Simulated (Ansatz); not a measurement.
# Cs3Tl: relaxing a made-up structure

Starting from a made-up structure for Cs3Tl, the aim is the relaxed cell, its shortest contacts and, where a second run follows, its electronic structure.

Method: DFT, PBE, plane-wave PAW, files of the set soft_1, scalar-relativistic, no spin, cell and ions relaxed at zero pressure; PAW set soft_1, in Ansatz 0.2.0.

## 1. Set-up

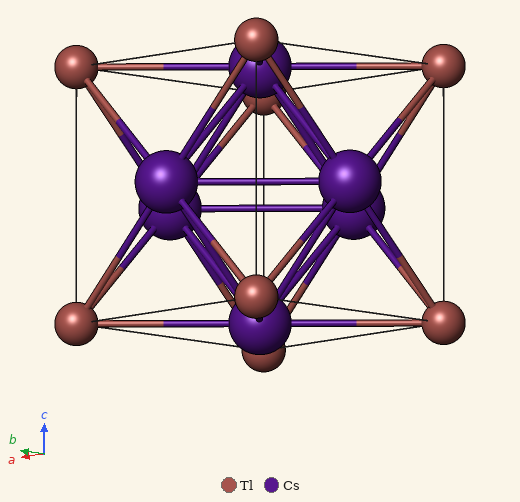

Start, viewed from a free direction; thallium brown, caesium purple. Some periodic images of atoms are drawn too.

## 2. Relaxation of the guess

The guess takes its coordinates from another compound and its volume from a rule, so the cell and any free coordinates are relaxed together.

File input.yaml:

```yaml
crystal:
  lattice:
    - [6.99, 0.0, 0.0]
    - [0.0, 6.99, 0.0]
    - [0.0, 0.0, 6.99]
  atoms:
    - { symbol: Tl, position: [0.0, 0.0, 0.0] }
    - { symbol: Cs, position: [0.5, 0.5, 0.0] }
    - { symbol: Cs, position: [0.5, 0.0, 0.5] }
    - { symbol: Cs, position: [0.0, 0.5, 0.5] }
kpoints:
  mp_grid: { grid: [4, 4, 4] }
scf:
  occupations: { method: fermi_dirac, width: 0.05 }
hamiltonian:
  xc: pbe
  pseudopotentials: { kind: paw, azcp: { folder: soft_1 } }
relax:
  f_tol: 0.015
  max_steps: 70
  cell: {}
output:
  forces: true
  stress: true
```

Launch:

```sh
ansatz run input.yaml --threads 4 --pin off --max-ram 10240MiB --backend cpu --events-out ev --progress --plain --runs-dir out
```

Numbers of over 12 decimals in the logs are rounded to 6 here.

The program printed:

```text
Engine: ansatz 0.2.0, aarch64-unknown-linux-gnu
Pseudopotentials: kind: paw
Pseudopotential: Tl, paw, valence charge 13, recommended cutoff 420 eV (normal), soft_1/Tl.paw.azcp
Pseudopotential: Cs, paw, valence charge 9, recommended cutoff 420 eV (normal), soft_1/Cs.paw.azcp
Functional definition: PBE
  parameter kappa = 0.804
  parameter beta = 0.066725
  exchange = pbe_x(kappa = kappa, mu = beta*pi^2/3)
  correlation = pbe_c(beta = beta)
Crystal: 4 atoms, lattice volume = 341.532 Å³
Basis set: ecut = 420 eV, 6667 PW (Γ), exchange–correlation on 96×96×96 points (8 copies of the dense FFT grid, shifted against one another)
Bands: 24, of which v1, the nominal top of the filled ones, is band 20 counted from 1 (19 counted from 0)
Symmetry: 48 space group operations
Space group: Pm-3m (ITA 221), of the structure as read, at distance tolerance 7.0e-5 Å
k-points: 10 of 64
Non-local potential: Tl, projectors of the file, l = 0: 2, l = 1: 2, l = 2: 2, l = 3: 1
Non-local potential: Cs, projectors of the file, l = 0: 3, l = 1: 2, l = 2: 2, l = 3: 2
PAW form: soft (Blöchl's): semilocal exchange-correlation on the pseudo side does not see the compensation charge
PAW one-centre angular grid: Tl, 590 points (default); XC on 64 Gauss nodes
PAW one-centre angular grid: Cs, 194 points (default); XC on 64 Gauss nodes
Initial density: superposition of atomic densities (chi_scale 0.1, normalization cell, long waves kept (reshape's long-wave potential 0.01 eV rms))
Initial wavefunctions: pseudopotential atomic-orbital guess
Functional: x = pbe(κ = 0.804, μ = 0.219515), c = pbe(β = 0.066725)
SCF iter   1: F=—  HF=-28459.696780 eV  |F-HF|=—  |Δ(HF+E_count)|=         —  Δρ=1.74e-2  dr2=3.48e0  ethr=3.10e-3  ⟨swp⟩=9.3  Hψ=2863  notcnv=0
automatic band count: the SCF goes on with 28 bands, as 24 were too few: the levels above may hold too much charge
preconditioner: auto → Kerker (q_TF=auto, 1.908 Å⁻¹)  [metal: Δε(μ)=0.011 eV  Ē_g=9.995 eV  σ=0.050 eV  W_gap=0.06  n_scr=32 (ndim 8)  ℏωp=11.7 eV  f_vac=0.000  D(μ)=5.27/eV (n_scr^D=26)]
SCF iter   2: F=—  HF=-28458.901740 eV  |F-HF|=—  |Δ(HF+E_count)|=   7.95e-1  Δρ=7.85e-3  dr2=9.56e-1  ethr=3.10e-3  ⟨swp⟩=2.7  Hψ=515  notcnv=0
SCF iter   3: F=—  HF=-28458.653878 eV  |F-HF|=—  |Δ(HF+E_count)|=   2.48e-1  Δρ=1.80e-3  dr2=3.99e-2  ethr=2.39e-3  ⟨swp⟩=2.7  Hψ=405  notcnv=0
SCF iter   4: F=—  HF=-28458.648815 eV  |F-HF|=—  |Δ(HF+E_count)|=   5.06e-3  Δρ=8.01e-4  dr2=1.42e-2  ethr=9.99e-5  ⟨swp⟩=2.4  Hψ=585  notcnv=0  defer=1
SCF iter   5: F=—  HF=-28458.647535 eV  |F-HF|=—  |Δ(HF+E_count)|=   1.28e-3  Δρ=3.52e-4  dr2=2.35e-3  ethr=3.54e-5  ⟨swp⟩=1.2  Hψ=278  notcnv=0  defer=1
SCF iter   6: F=—  HF=-28458.647147 eV  |F-HF|=—  |Δ(HF+E_count)|=   3.88e-4  Δρ=9.45e-5  dr2=9.88e-5  ethr=5.87e-6  ⟨swp⟩=3.0  Hψ=462  notcnv=0  defer=1
SCF iter   7: F=—  HF=-28458.647273 eV  |F-HF|=—  |Δ(HF+E_count)|=   1.26e-4  Δρ=2.53e-5  dr2=3.84e-6  ethr=2.47e-7  ⟨swp⟩=2.0  Hψ=450  notcnv=0  defer=4
SCF iter   8: F=—  HF=-28458.647275 eV  |F-HF|=—  |Δ(HF+E_count)|=   1.84e-6  Δρ=1.23e-5  dr2=9.65e-7  ethr=9.61e-9  ⟨swp⟩=3.0  Hψ=517  notcnv=0  defer=4
SCF iter   9: F=-28458.647275 eV  HF=-28458.647275 eV  |F-HF|=3.19e-8  |Δ(HF+E_count)|=   2.84e-7  Δρ=2.39e-6  dr2=7.80e-8  ethr=2.50e-10  ⟨swp⟩=3.0  Hψ=1088  notcnv=0
SCF 1 converged in 9 iterations: F = -28458.647275 eV  dr2 = 7.80e-8
  greatest PAW one-centre occupation: 0.963 electrons in one spin orbital (limit 2), on the Tl atom at site 0 (counted from 0), in its partial waves of l = 2
relax step   1: F+E_penalty+E_count = -28458.64727519 eV  Δ(F+E_penalty+E_count) = +0.000e0 eV  max|allowed force component| = 6.041e-29 eV/Å  Δτ_max = 0.0000 Å  P = -0.331 GPa  Ω = 341.532 Å³  (9 SCF iters, dr2 threshold 1.00e-7 eV, accepted)
Crystal: 4 atoms, lattice volume = 337.303 Å³
Basis set: ecut = 420 eV, 6619 PW (Γ), exchange–correlation on 96×96×96 points (8 copies of the dense FFT grid, shifted against one another)
Bands: 28, of which v1, the nominal top of the filled ones, is band 20 counted from 1 (19 counted from 0)
Initial density: handed on by an earlier stage of this run
Initial wavefunctions: those handed on with the density
iter 1 solved again at ethr=8.88e-7 eV; its pass at ethr=3.10e-3 eV (dr2=3.55e-4 eV) is discarded
SCF iter   1: F=—  HF=-28458.655711 eV  |F-HF|=—  |Δ(HF+E_count)|=         —  Δρ=1.45e-4  dr2=2.52e-4  ethr=8.88e-7  ⟨swp⟩=3.0  Hψ=1607  notcnv=0
preconditioner: auto → Kerker (q_TF=auto, 1.912 Å⁻¹)  [metal: Δε(μ)=0.043 eV  Ē_g=10.759 eV  σ=0.050 eV  W_gap=0.20  n_scr=32 (ndim 8)  ℏωp=11.8 eV  f_vac=0.001  D(μ)=4.31/eV (n_scr^D=18)]
SCF iter   2: F=—  HF=-28458.655779 eV  |F-HF|=—  |Δ(HF+E_count)|=   6.82e-5  Δρ=7.89e-5  dr2=6.18e-5  ethr=6.29e-7  ⟨swp⟩=2.3  Hψ=370  notcnv=0
SCF iter   3: F=—  HF=-28458.655765 eV  |F-HF|=—  |Δ(HF+E_count)|=   1.46e-5  Δρ=2.14e-5  dr2=6.23e-6  ethr=1.55e-7  ⟨swp⟩=2.1  Hψ=330  notcnv=0
SCF iter   4: F=—  HF=-28458.655764 eV  |F-HF|=—  |Δ(HF+E_count)|=   3.79e-7  Δρ=1.06e-5  dr2=2.56e-6  ethr=1.56e-8  ⟨swp⟩=2.2  Hψ=443  notcnv=0
SCF iter   5: F=-28458.655764 eV  HF=-28458.655764 eV  |F-HF|=4.16e-8  |Δ(HF+E_count)|=   1.63e-7  Δρ=2.43e-6  dr2=1.34e-7  ethr=6.83e-10  ⟨swp⟩=3.3  Hψ=993  notcnv=0
SCF 2 converged in 5 iterations: F = -28458.655764 eV  dr2 = 1.34e-7
relax step   2: F+E_penalty+E_count = -28458.65576429 eV  Δ(F+E_penalty+E_count) = -8.489e-3 eV  max|allowed force component| = 4.289e-30 eV/Å  Δτ_max = 0.0000 Å  P = -0.310 GPa  Ω = 337.303 Å³  energy of the carried Pulay correction = +3.506e-5 eV  (5 SCF iters, dr2 threshold 2.73e-7 eV, accepted)
Crystal: 4 atoms, lattice volume = 290.152 Å³
Basis set: ecut = 420 eV, 5695 PW (Γ), exchange–correlation on 96×96×96 points (8 copies of the dense FFT grid, shifted against one another)
iter 1 solved again at ethr=7.87e-5 eV; its pass at ethr=3.10e-3 eV (dr2=3.15e-2 eV) is discarded
SCF iter   1: F=—  HF=-28458.710962 eV  |F-HF|=—  |Δ(HF+E_count)|=         —  Δρ=1.89e-3  dr2=3.18e-2  ethr=7.87e-5  ⟨swp⟩=1.3  Hψ=1796  notcnv=0
preconditioner: auto → Resta (q_TF=auto, 1.961 Å⁻¹)  ε∞=2.4  [insulator: Δε(μ)=0.150 eV  Ē_g=10.699 eV  σ=0.050 eV  W_gap=0.62  n_scr=32 (ndim 8)  ℏωp=12.7 eV  f_vac=0.001  D(μ)=4.24/eV (n_scr^D=18)  ε∞_Penn≈2.4]
SCF iter   2: F=—  HF=-28458.701621 eV  |F-HF|=—  |Δ(HF+E_count)|=   9.34e-3  Δρ=7.99e-4  dr2=3.23e-3  ethr=7.87e-5  ⟨swp⟩=2.0  Hψ=477  notcnv=0
SCF iter   3: F=—  HF=-28458.701208 eV  |F-HF|=—  |Δ(HF+E_count)|=   4.13e-4  Δρ=4.11e-4  dr2=8.28e-4  ethr=8.07e-6  ⟨swp⟩=1.2  Hψ=290  notcnv=0
SCF iter   4: F=—  HF=-28458.701214 eV  |F-HF|=—  |Δ(HF+E_count)|=   5.91e-6  Δρ=5.93e-5  dr2=1.72e-5  ethr=2.07e-6  ⟨swp⟩=2.9  Hψ=485  notcnv=0
SCF iter   5: F=—  HF=-28458.701324 eV  |F-HF|=—  |Δ(HF+E_count)|=   1.11e-4  Δρ=1.81e-5  dr2=1.26e-6  ethr=4.29e-8  ⟨swp⟩=2.2  Hψ=504  notcnv=0
SCF iter   6: F=-28458.701324 eV  HF=-28458.701324 eV  |F-HF|=1.70e-8  |Δ(HF+E_count)|=   3.27e-7  Δρ=3.53e-6  dr2=1.17e-7  ethr=5.99e-10  ⟨swp⟩=4.3  Hψ=943  notcnv=0
SCF 3 converged in 6 iterations: F = -28458.701324 eV  dr2 = 1.17e-7
relax step   3: F+E_penalty+E_count = -28458.70132412 eV  Δ(F+E_penalty+E_count) = -4.556e-2 eV  max|allowed force component| = 5.506e-31 eV/Å  Δτ_max = 0.0000 Å  P = +0.045 GPa  Ω = 290.152 Å³  energy of the carried Pulay correction = +4.578e-4 eV  (6 SCF iters, dr2 threshold 2.40e-7 eV, accepted)
Crystal: 4 atoms, lattice volume = 295.347 Å³
Basis set: ecut = 420 eV, 5743 PW (Γ), exchange–correlation on 96×96×96 points (8 copies of the dense FFT grid, shifted against one another)
iter 1 solved again at ethr=1.31e-6 eV; its pass at ethr=3.10e-3 eV (dr2=5.24e-4 eV) is discarded
SCF iter   1: F=—  HF=-28458.701900 eV  |F-HF|=—  |Δ(HF+E_count)|=         —  Δρ=2.39e-4  dr2=5.19e-4  ethr=1.31e-6  ⟨swp⟩=2.7  Hψ=1659  notcnv=0
preconditioner: auto → Resta (q_TF=auto, 1.955 Å⁻¹)  ε∞=2.4  [insulator: Δε(μ)=0.144 eV  Ē_g=10.804 eV  σ=0.050 eV  W_gap=0.60  n_scr=32 (ndim 8)  ℏωp=12.6 eV  f_vac=0.001  D(μ)=4.41/eV (n_scr^D=26)  ε∞_Penn≈2.4]
SCF iter   2: F=—  HF=-28458.701762 eV  |F-HF|=—  |Δ(HF+E_count)|=   1.38e-4  Δρ=1.03e-4  dr2=5.64e-5  ethr=1.30e-6  ⟨swp⟩=2.1  Hψ=451  notcnv=0
SCF iter   3: F=—  HF=-28458.701753 eV  |F-HF|=—  |Δ(HF+E_count)|=   9.23e-6  Δρ=5.34e-5  dr2=1.38e-5  ethr=1.41e-7  ⟨swp⟩=1.0  Hψ=280  notcnv=0
SCF iter   4: F=—  HF=-28458.701760 eV  |F-HF|=—  |Δ(HF+E_count)|=   6.71e-6  Δρ=7.15e-6  dr2=3.14e-7  ethr=3.45e-8  ⟨swp⟩=2.9  Hψ=475  notcnv=0
SCF iter   5: F=—  HF=-28458.701858 eV  |F-HF|=—  |Δ(HF+E_count)|=   9.82e-5  Δρ=2.29e-6  dr2=2.50e-8  ethr=7.84e-10  ⟨swp⟩=2.6  Hψ=443  notcnv=0
SCF iter   6: F=—  HF=-28458.701858 eV  |F-HF|=—  |Δ(HF+E_count)|=   7.79e-9  Δρ=4.79e-7  dr2=1.41e-9  ethr=6.25e-11  ⟨swp⟩=2.0  Hψ=453  notcnv=0
SCF iter   7: F=—  HF=-28458.701858 eV  |F-HF|=—  |Δ(HF+E_count)|=  5.64e-10  Δρ=1.05e-7  dr2=1.06e-10  ethr=3.52e-12  ⟨swp⟩=2.0  Hψ=459  notcnv=0
SCF iter   8: F=-28458.701858 eV  HF=-28458.701858 eV  |F-HF|=1.09e-11  |Δ(HF+E_count)|=  3.64e-11  Δρ=2.46e-8  dr2=2.67e-12  ethr=1.00e-12  ⟨swp⟩=4.4  Hψ=906  notcnv=0
SCF 4 converged in 8 iterations: F = -28458.701858 eV  dr2 = 2.67e-12
relax step   4: F+E_penalty+E_count = -28458.70185786 eV  Δ(F+E_penalty+E_count) = -5.337e-4 eV  max|allowed force component| = 8.250e-30 eV/Å  Δτ_max = 0.0000 Å  P = -0.008 GPa  Ω = 295.347 Å³  energy of the carried Pulay correction = +4.081e-4 eV  (8 SCF iters, accepted)
Basis set: ecut = 420 eV, 5743 PW (Γ), exchange–correlation on 90×90×90 points (8 copies of the dense FFT grid, shifted against one another)
Initial wavefunctions: pseudopotential atomic-orbital guess (no wavefunctions were taken with the density)
iter 1 solved again at ethr=2.51e-6 eV; its pass at ethr=3.10e-3 eV (dr2=1.01e-3 eV) is discarded
SCF iter   1: F=—  HF=-28458.701523 eV  |F-HF|=—  |Δ(HF+E_count)|=         —  Δρ=3.41e-5  dr2=4.68e-7  ethr=2.51e-6  ⟨swp⟩=3.3  Hψ=2271  notcnv=0
eigensolver tolerance schedule: the retry pair's looser diagonalisation over-reported the residual by 2147.71 of it (diagonalisation noise at an unbounded share of the residual, at the tolerance the schedule requests for it); recorded, not acted on — ethr = c·dr2/N_el stays at c = 1.0e-1
preconditioner: auto → Resta (q_TF=auto, 1.955 Å⁻¹)  ε∞=2.4  [insulator: Δε(μ)=0.147 eV  Ē_g=10.791 eV  σ=0.050 eV  W_gap=0.61  n_scr=32 (ndim 8)  ℏωp=12.6 eV  f_vac=0.001  D(μ)=4.38/eV (n_scr^D=26)  ε∞_Penn≈2.4]
SCF iter   2: F=—  HF=-28458.701499 eV  |F-HF|=—  |Δ(HF+E_count)|=   2.40e-5  Δρ=1.79e-5  dr2=1.28e-7  ethr=1.17e-9  ⟨swp⟩=2.6  Hψ=521  notcnv=0
SCF iter   3: F=—  HF=-28458.701500 eV  |F-HF|=—  |Δ(HF+E_count)|=   5.72e-7  Δρ=1.49e-6  dr2=1.11e-8  ethr=3.20e-10  ⟨swp⟩=2.0  Hψ=460  notcnv=0
SCF iter   4: F=—  HF=-28458.701500 eV  |F-HF|=—  |Δ(HF+E_count)|=   2.21e-9  Δρ=6.25e-7  dr2=4.01e-10  ethr=2.78e-11  ⟨swp⟩=1.8  Hψ=294  notcnv=0
SCF iter   5: F=—  HF=-28458.701500 eV  |F-HF|=—  |Δ(HF+E_count)|=  5.82e-10  Δρ=1.57e-7  dr2=6.56e-11  ethr=1.00e-12  ⟨swp⟩=5.0  Hψ=1060  notcnv=0
SCF iter   6: F=-28458.701500 eV  HF=-28458.701500 eV  |F-HF|=1.09e-11  |Δ(HF+E_count)|=  1.46e-11  Δρ=4.95e-8  dr2=3.98e-12  ethr=1.00e-12  ⟨swp⟩=4.0  Hψ=887  notcnv=0
SCF 5 converged in 6 iterations: F = -28458.701500 eV  dr2 = 3.98e-12
relax step   5: F+E_penalty+E_count = -28458.70150001 eV  Δ(F+E_penalty+E_count) = +3.579e-4 eV  max|allowed force component| = 2.722e-29 eV/Å  Δτ_max = 0.0000 Å  P = -0.008 GPa  Ω = 295.347 Å³  stress off target by 8.43e-3 GPa  SCF on the basis re-selected at this cell (its energy is not comparable with the rows above)  (6 SCF iters)
basis re-selected at this cell: Δ(F+E_penalty+E_count) = +3.579e-4 eV, ΔP = -0.001 GPa vs the last step (what re-selecting the basis moved, of the pressure what is left beyond the Pulay correction that the steps carried, after the strain that the cell walked since its last selection, with what the two solves' SCF thresholds leave and, on support functions, any second-order correction that the steps lacked; it is no measure of the basis error at this ecutwfc). The dense FFT grid was sized anew with the basis: this SCF ran on 45×45×45 points, the steps before it on 48×48×48, so part of this shift can come from that change (see relax.cell in the input reference). [rest of the remark cut]
SCF converged after 6 iterations
Free energy (F): -28458.701500 eV
Harris-Foulkes:  -28458.701500 eV  (|F-HF|=1.09e-11)
Internal energy: -28458.662534 eV  (E = F + TS)
E sigma→0 (E₀):  -28458.682017 eV
Entropy (-TS):   -0.038966 eV (-9.742 meV/atom)
Fermi energy:    4.012974 eV
--- Per-component energies (eV) ---
  E_band       = -301.108428
  E_kinetic    = 694.198661
  E_local      = -2287.769426  (includes V_loc(G=0)·N_el)
  E_nonlocal   = 383.286111
  E_hartree    = 850.866692
  E_xc         = -721.050714
  E_vxc        = -531.286425  (∫ρ·V_xc dr)
  E_paw        = -25366.210765  (= ΣΔE_a)
  E_vpaw       = -261.270685  (= ΣTr[D̂ρ^β])
  E_aug_tail   = -0.000052  (compensation charges beyond the density's cutoff)
  E_ewald      = -2011.983041
  E_smearing   = -0.038966  (= −TS)
  E_closure    = -0.000000  (closes the sum)
  Σ components = -28458.701500   (vs F -28458.701500, Δ=0.00e0)
--- Forces (eV/Å), atoms counted from 1 ---
  atom   1  Tl    -0.00000000    -0.00000000     0.00000000
  atom   2  Cs     0.00000000     0.00000000     0.00000000
  atom   3  Cs     0.00000000    -0.00000000     0.00000000
  atom   4  Cs     0.00000000    -0.00000000    -0.00000000
  max |Σ_I F_I| component: 2.72e-29 eV/Å
--- Stress (GPa, compression-positive) ---
       -0.008428      -0.000000       0.000000
       -0.000000      -0.008428       0.000000
        0.000000       0.000000      -0.008428
  P = ⅓ Tr σ = -0.0084 GPa (-0.084 kbar)
--- Relaxed structure (4 steps of the walk, 4 accepted, 1 SCFs on fresh bases) ---
  F+E_penalty+E_count = -28458.70150001 eV   max|allowed force component| = 2.722e-29 eV/Å   (the final SCF, on the basis selected at the relaxed cell)
  cell:  # Å, volume = 295.3474 Å³
    - [6.659542, 0, 0]
    - [0, 6.659542, 0]
    - [0, 0, 6.659542]
  atoms:
    - { symbol: Tl, position: [0, 0, 0] }
    - { symbol: Cs, position: [0.500000, 0.500000, 0] }
    - { symbol: Cs, position: [0.500000, 0, 0.500000] }
    - { symbol: Cs, position: [0, 0.500000, 0.500000] }
```

Wall time 7.5 s (4 threads of Arm Neoverse V1, shared host); peak memory 0.66 GiB; 27 s of CPU time.

The steps of the relaxation:

```
step  energy less that of the first step (eV)  largest force component (eV/Å)  pressure (GPa)  volume (Å³)
   1                                   0.0000                          0.0000           -0.33       341.53
   2                                  -0.0085                          0.0000           -0.31       337.30
   3                                  -0.0540                          0.0000            0.04       290.15
   4                                  -0.0546                          0.0000           -0.01       295.35
  5*                                  -0.0542                          0.0000           -0.01       295.35
```

Relaxation steps marked * repeat the geometry before them on a plane-wave basis chosen anew for their cell, so energy and pressure can jump there.

Forces are held to the 48 operations that the run works with; a distortion that breaks them can't arise in this run.

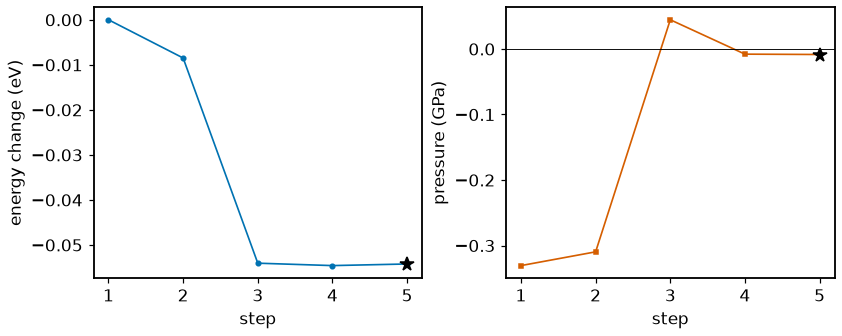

Energy and pressure along the relaxation. Stars mark steps on a basis chosen anew.

```
conventional cell, symmetrised  before  after   change
                         a (Å)   6.990  6.660   -4.7 %
                         b (Å)   6.990  6.660   -4.7 %
                         c (Å)   6.990  6.660   -4.7 %
              volume (Å³/atom)   85.38  73.84  -13.5 %
```

Final coordinates:

```cif
data_structure
_symmetry_space_group_name_H-M 'P 1'
_symmetry_Int_Tables_number 1
_cell_length_a 6.6595
_cell_length_b 6.6595
_cell_length_c 6.6595
_cell_angle_alpha 90.000
_cell_angle_beta 90.000
_cell_angle_gamma 90.000
_cell_volume 295.35
loop_
_atom_site_label
_atom_site_type_symbol
_atom_site_fract_x
_atom_site_fract_y
_atom_site_fract_z
_atom_site_occupancy
Tl1 Tl 0.00000 0.00000 0.00000 1
Cs2 Cs 0.50000 0.50000 0.00000 1
Cs3 Cs 0.50000 0.00000 0.50000 1
Cs4 Cs 0.00000 0.50000 0.50000 1
```

This step gave:

```
free energy             : -28458.7015 eV
energy at zero smearing : -28458.6820 eV
smearing term TS        : 0.03897 eV
Fermi energy            : 4.013 eV
electrons               : 40
symmetry operations     : 48
pressure                : -0.008428 GPa
```

Shortest distances by pair of elements, guess and relaxed (not always the same contact):

```
 pair  guess (Å)  relaxed (Å)
Cs–Tl      4.943        4.709
Cs–Cs      4.943        4.709
```

The relaxation ends with a pressure of -0.01 GPa.

## 3. Results

* space group, relaxed: Pm-3m
* conventional cell: a = 6.660, b = 6.660, c = 6.660 Å; α = 90.0°, β = 90.0°, γ = 90.0°
* volume per atom: 73.84 Å³ (guess 85.38)

Cs3Tl relaxes to Pm-3m with a = 6.660, b = 6.660 and c = 6.660 Å. The guessed volume was 16 % too large. The space group Pm-3m was held in the relaxation, so the end point is a stationary structure within it and may be a saddle against distortions or other arrangements. Mesh and cutoff weren't tested. Spin-orbit coupling is left out, which can matter for elements this heavy. No dispersion term is used, so weakly bound directions may come out too long. Nothing here tests whether the compound is stable against decomposition.

[Logs are printed without paths, hosts, clocks, repeated set-up lines and the standing remarks that a program may print on its own settings, such as how far it seeks lower states.]

[Hosts, paths, dates, database ids (printed as entryN), source tags and the programs' standing remarks are cut or masked in the printed files.]
